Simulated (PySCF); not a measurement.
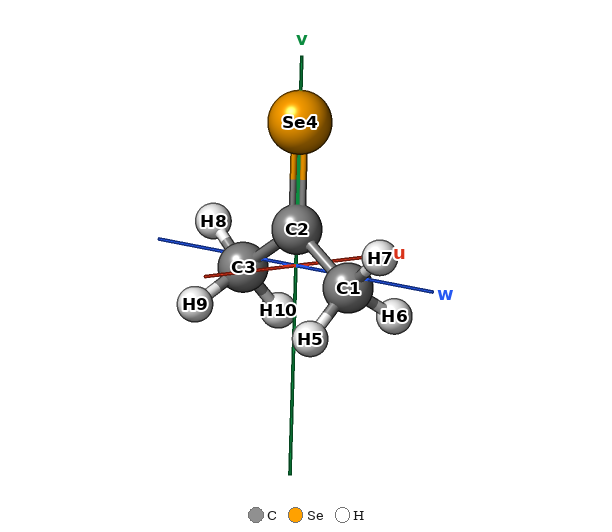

The lines u, v and w are the principal axes of the static dipole polarisability. The computed structure is the end point of a PBE0-D3(BJ)/def2-SVP optimisation. No frequency run is at hand to confirm it as a minimum. Method: B3LYP/def2-SVPD in chloroform (IEF-PCM) (PySCF 2.14.0).

> Along which axis is the molecule most polarisable, and along which least?

Most along v (nearly parallel to the C2–Se4 bond), least along u.

> Give the three principal values.

u 65.9, v 120.0, w 86.4 bohr³; mean 90.8, anisotropy 47.3 bohr³.
